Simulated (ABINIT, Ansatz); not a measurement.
# Converging GW for CsCdCl3 (Pm-3m) in ABINIT, part 2 of 2

Wanted: a converged G0W0 gap of CsCdCl3 (Pm-3m), or an estimate of the limit.

ABINIT 10.8.3; LDA and many-body steps on it, plane waves. Known limits of the many-body steps: not at the basis limit; d shell near the gap, gap tends to lie low; no spin-orbit coupling; coarse k mesh.

So far. Step 3 (Screening, 2×2×2 mesh, 77 bands, screening to 76.2 eV): Local fields lower ε∞ by 9 %. On a Γ-centred mesh this coarse the value itself is usually too large, while a short band sum pulls it down. Step 4 (77 bands, 76.2 eV): The gap on the mesh goes from 1.51 eV to 4.04 eV, a correction of +2.53 eV.

The database entry behind the starting cell is an old determination (1928), so it need not match the best structure at ambient conditions.

### 6. 196 bands, 141.5 eV

This step: G0W0 on LDA, plane waves, norm-conserving pseudopotentials.

The input, run.abi:

```
acell 3*1.0 Angstrom
rprim 
  5.200000000000 0.000000000000 0.000000000000
  0.000000000000 5.200000000000 0.000000000000
  0.000000000000 0.000000000000 5.200000000000
ntypat 3
znucl 55 48 17
natom 5
typat 1 2 3 3 3
xred 
  0.000000000000 0.000000000000 0.000000000000
  0.500000000000 0.500000000000 0.500000000000
  0.000000000000 0.500000000000 0.500000000000
  0.500000000000 0.000000000000 0.500000000000
  0.500000000000 0.500000000000 0.000000000000
pp_dirpath "pseudos"
pseudos "Cs.upf, Cd.upf, Cl.upf"
ecut 47
ngkpt 2 2 2
nshiftk 1
shiftk 0 0 0
kptopt 1
chksymbreak 0
istwfk *1
occopt 1
irdwfk 1
optdriver 4
nband 196
gwcalctyp 0
ecutsigx 47
symsigma 1
nkptgw 2
kptgw 
  0.5000000000 0.5000000000 0.5000000000
  0.0000000000 0.0000000000 0.0000000000
bdgw 
  24 28
  23 27
ecuteps 5.2
irdscr 1
ppmodel 1
indata_prefix "in"
outdata_prefix "out"
tmpdata_prefix "tmp"
```

Command:

```console
OMP_NUM_THREADS=1 mpirun -n 4 abinit run.abi > log
```

Numbers of over 12 decimals in the logs are rounded to 6 here.

What it wrote:

```text
.Version 10.8.3 of ABINIT. v10.8.2 released Aug 2026.

 Symmetries : space group Pm -3 m (#221); Bravais cP (primitive cubic)
[... echo of the input left out ...]
== DATASET  1 ==================================================================
-   mpi_nproc: 4, omp_nthreads: 1 (-1 if OMP is not activated)

--- !DatasetInfo
iteration_state: {dtset: 1, }
dimensions: {natom: 5, nkpt: 4, mband: 196, nsppol: 1, nspinor: 1, nspden: 1, mpw: 14604, }
cutoff_energies: {ecut:  47.0, pawecutdg:  -1.0, }
electrons: {nelect:   5.00000000E+01, charge:   0.00000000E+00, occopt:   1.00000000E+00, tsmear:   1.00000000E-02, }

 SIGMA: Calculation of the GW corrections

 Based on a program developped by R.W. Godby, V. Olevano, G. Onida, and L. Reining.
 Incorporated in ABINIT by V. Olevano, G.-M. Rignanese, and M. Torrent.
.Using double precision arithmetic ; gwpc =  8

[... cell and pseudopotentials left out ...]
--------------------------------------------------------------------------------

 ==== K-mesh for the wavefunctions ====
 Number of points in the irreducible wedge :     4
[... list of points left out ...]
 Together with 48 symmetry operations and time-reversal symmetry
 yields     8 points in the full Brillouin Zone.

 ==== Q-mesh for screening function ====
 Number of points in the irreducible wedge :     4
[... list of points left out ...]
 Together with 48 symmetry operations and time-reversal symmetry
 yields     8 points in the full Brillouin Zone.

 vcoul_init : cutoff-mode = AUXILIARY_FUNCTION
 q-points for optical limit:   1
     1)      0.000010    0.000020    0.000030
 setmesh: FFT mesh size selected  =    64x   64x   64
          total number of points  =       262144

 Number of electrons calculated from density =   50.0000; Expected =   50.0000
[...]
number of omega for Sigma on real axis              0
 max omega for Sigma on real axis  [eV]           0.00
 zcut for avoiding poles [eV]                     0.10

 EPSILON^-1 parameters (SCR file):
 dimension of the eps^-1 matrix on file            515
 dimension of the eps^-1 matrix used               515
 number of plane-waves for wavefunctions         14531
 number of bands                                   196
 number of q-points in IBZ                           4
 number of frequencies                               2
 number of real frequencies                          1
 number of imag frequencies                          1

 matrix elements of self-energy operator (all in [eV])

 Perturbative Calculation

--- !SelfEnergy_ee
iteration_state: {dtset: 1, }
kpoint     : [   0.500,    0.500,    0.500, ]
spin       : 1
KS_gap     :    5.653
QP_gap     :    7.608
Delta_QP_KS:    1.955
data: !SigmaeeData |
     Band     E0 <VxcDFT>   SigX SigC(E0)      Z dSigC/dE  Sig(E)    E-E0       E
       24   1.681 -17.254 -21.080   2.799   0.792  -0.263 -18.068  -0.814   0.867
       25   1.681 -17.254 -21.080   2.799   0.792  -0.263 -18.068  -0.814   0.867
       26   7.334  -9.931  -5.011  -3.553   0.834  -0.199  -8.790   1.141   8.475
[...]
--- !SelfEnergy_ee
iteration_state: {dtset: 1, }
kpoint     : [   0.000,    0.000,    0.000, ]
spin       : 1
KS_gap     :    2.094
QP_gap     :    4.557
Delta_QP_KS:    2.463
data: !SigmaeeData |
     Band     E0 <VxcDFT>   SigX SigC(E0)      Z dSigC/dE  Sig(E)    E-E0       E
[...]
26   3.192 -13.086  -8.162  -3.257   0.823  -0.215 -11.714   1.372   4.564
       27   7.246  -7.982  -3.357  -3.493   0.847  -0.180  -7.023   0.959   8.205

== END DATASET(S) ==============================================================
================================================================================

 -outvars: echo values of variables after computation  --------
           etotal      0.0000000000E+00
            nband         196
             nkpt           4
          spgroup         221
 [... the other variables as echoed above ...]

 Calculation completed.
```

It took 30 s on 4 MPI ranks of Intel Xeon Platinum 8375C at 2.90GHz (Ice Lake), shared host; peak memory 2.3 GiB; 2 min of CPU time.

Numbers from this step:

```
G0W0 gap on the points computed              : 3.697 eV
starting gap on the mesh                     : 1.511 eV
k of the valence top                         : 0.5, 0.5, 0.5
k of the conduction bottom                   : 0, 0, 0
Z at the valence top                         : 0.792
Z at the conduction bottom                   : 0.823
least direct G0W0 gap on the computed points : 4.557 eV
```

Against G0W0 in ABINIT (2×2×2 mesh, 77 bands, screening to 76.2 eV, Godby-Needs plasmon pole), the gap moves by −0.345 eV.

### 7. Screening, 2×2×2 mesh, 444 bands, screening to 217.7 eV

This step: RPA screening on LDA, plane waves, norm-conserving pseudopotentials.

run.abi: that of step 6 with these lines changed.

```diff
@@ -26,17 +26,8 @@
 irdwfk 1
-optdriver 4
-nband 196
-gwcalctyp 0
-ecutsigx 47
-symsigma 1
-nkptgw 2
-kptgw 
-  0.5000000000 0.5000000000 0.5000000000
-  0.0000000000 0.0000000000 0.0000000000
-bdgw 
-  24 28
-  23 27
-ecuteps 5.2
-irdscr 1
-ppmodel 1
+optdriver 3
+nband 444
+ecuteps 8
+inclvkb 2
+awtr 1
+symchi 1
 indata_prefix "in"
```

What it wrote:

```text
.Version 10.8.3 of ABINIT. v10.8.2 released Aug 2026.

 Symmetries : space group Pm -3 m (#221); Bravais cP (primitive cubic)
[... echo of the input left out ...]
== DATASET  1 ==================================================================
-   mpi_nproc: 4, omp_nthreads: 1 (-1 if OMP is not activated)

--- !DatasetInfo
iteration_state: {dtset: 1, }
dimensions: {natom: 5, nkpt: 4, mband: 444, nsppol: 1, nspinor: 1, nspden: 1, mpw: 14604, }
cutoff_energies: {ecut:  47.0, pawecutdg:  -1.0, }
[...]
--------------------------------------------------------------------------------
[... chi0 elements left out ...]
 For q-point:  0.000010 0.000020 0.000030
  dielectric constant =   4.5406
  dielectric constant without local fields =   5.0094

  Average fulfillment of the sum rule on Im[epsilon] for q-point    1 :     82.52  [%]
[... wings left out ...]
  q-point number  2        q = ( 0.500000, 0.000000, 0.000000) [r.l.u.]
--------------------------------------------------------------------------------
[... chi0 elements left out ...]
  Average fulfillment of the sum rule on Im[epsilon] for q-point    2 :     85.57  [%]

 [... 2 further q-points ...]
```

Wall time 5 min (4 MPI ranks); peak memory 4.5 GiB; 20 min of CPU time.

Numbers from this step:

```
ε∞ with local fields, on this mesh, along the program's q direction : 4.541
the same without local fields                                       : 5.009
plasma frequency                                                    : 22.14 eV
plane waves in the screening matrix                                 : 1021
```

### 8. 444 bands, 217.7 eV

This step: G0W0 on LDA, plane waves, norm-conserving pseudopotentials.

run.abi: that of step 7 with these lines changed.

```diff
@@ -26,8 +26,17 @@
 irdwfk 1
-optdriver 3
+optdriver 4
 nband 444
+gwcalctyp 0
+ecutsigx 47
+symsigma 1
+nkptgw 2
+kptgw 
+  0.5000000000 0.5000000000 0.5000000000
+  0.0000000000 0.0000000000 0.0000000000
+bdgw 
+  24 28
+  23 27
 ecuteps 8
-inclvkb 2
-awtr 1
-symchi 1
+irdscr 1
+ppmodel 1
 indata_prefix "in"
```

What it wrote:

```text
.Version 10.8.3 of ABINIT. v10.8.2 released Aug 2026.

 Symmetries : space group Pm -3 m (#221); Bravais cP (primitive cubic)
[... echo of the input left out ...]
== DATASET  1 ==================================================================
-   mpi_nproc: 4, omp_nthreads: 1 (-1 if OMP is not activated)

--- !DatasetInfo
iteration_state: {dtset: 1, }
dimensions: {natom: 5, nkpt: 4, mband: 444, nsppol: 1, nspinor: 1, nspden: 1, mpw: 14604, }
cutoff_energies: {ecut:  47.0, pawecutdg:  -1.0, }
[...]
Band     E0 <VxcDFT>   SigX SigC(E0)      Z dSigC/dE  Sig(E)    E-E0       E
[...]
26   3.192 -13.086  -8.162  -3.590   0.821  -0.217 -11.990   1.096   4.288
       27   7.246  -7.982  -3.357  -3.650   0.846  -0.182  -7.157   0.825   8.070

== END DATASET(S) ==============================================================
================================================================================

 -outvars: echo values of variables after computation  --------
           etotal      0.0000000000E+00
            nband         444
             nkpt           4
          spgroup         221
 [... the other variables as echoed above ...]

 Calculation completed.
```

Wall time 3.3 min (4 MPI ranks); peak memory 4.7 GiB; 13 min of CPU time.

This step gave:

```
G0W0 gap on the points computed              : 3.716 eV
starting gap on the mesh                     : 1.511 eV
k of the valence top                         : 0.5, 0.5, 0.5
k of the conduction bottom                   : 0, 0, 0
least direct G0W0 gap on the computed points : 4.559 eV
```

Against G0W0 in ABINIT (2×2×2 mesh, 196 bands, screening to 141.5 eV, Godby-Needs plasmon pole), the gap moves by +0.019 eV.

### 9. Side by side

Times are wall times on 4 MPI ranks of Intel Xeon Platinum 8375C at 2.90GHz (Ice Lake), shared host, good to a factor of about two. A run's time includes the screening step that it read.

```csv
run,mesh,bands,screening cutoff (eV),DFT gap (eV),gap on the mesh (eV),direct (eV),ε∞ used,time
"77 bands, 76.2 eV",2×2×2,77,76.2,1.511,4.042,4.800,4.49,41 s
"196 bands, 141.5 eV",2×2×2,196,141.5,1.511,3.697,4.557,4.54,2.2 min
"444 bands, 217.7 eV",2×2×2,444,217.7,1.511,3.716,4.559,4.54,8.3 min
```

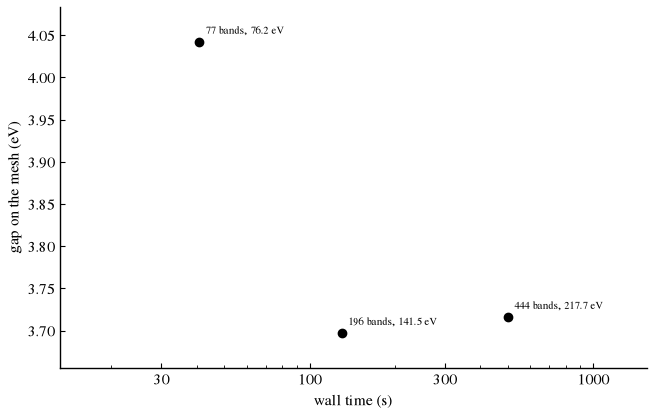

Result against wall time.

### 10. Outcome

```json
{"77 bands, 76.2 eV": "4.042 eV", "196 bands, 141.5 eV": "3.697 eV", "444 bands, 217.7 eV": "3.716 eV", "known limits": "not at the basis limit; d shell near the gap, gap tends to lie low; no spin-orbit coupling; coarse k mesh"}
```

In words: From the first rung to the last the gap moves by −0.33 eV for 12 times the time. The gap turns back along the series, so no limit is drawn from it. In the G0W0 runs levels were corrected at 2 k points alone, so a gap called «on the mesh» is the least over those, and an edge elsewhere would be missed. The 2×2×2 mesh is coarse for this cell, which bears on the long-range parts of exchange and screening. This is the ideal cubic cell; many perovskites, halides above all, are cubic only on average, and local tilts or off-centring can widen the gap. A d shell, filled or nearly so, lies near the gap. One-shot GW converges very slowly in bands there, not always from below, and on a semilocal start the gap tends to come out low; starts rich in exact exchange can overshoot instead. The many-body steps are scalar-relativistic: spin-orbit coupling is not in them.

[Paths, hosts, dates, memory and timing lines, banners, echoed tables and standing remarks are left out of the program output.]

[Logs are printed without paths, hosts, clocks, repeated set-up lines and the standing remarks that a program may print on its own settings, such as how far it seeks lower states.]

[Runs of the session that timed out or met a known fault of the program may be left out.]

[Hosts, paths, dates, database ids (printed as entryN), source tags and the programs' standing remarks are cut or masked in the printed files.]

[G0W0 gaps are taken among the corrected bands and points alone; a level outside them can change the order at an edge.]

[Where Ansatz stands beside ABINIT at settings called matched, ABINIT's density can come from a denser mesh and the files from another edition; pairs whose starting gaps differed by over 0.03 eV were left out, so agreement reads better than it is.]
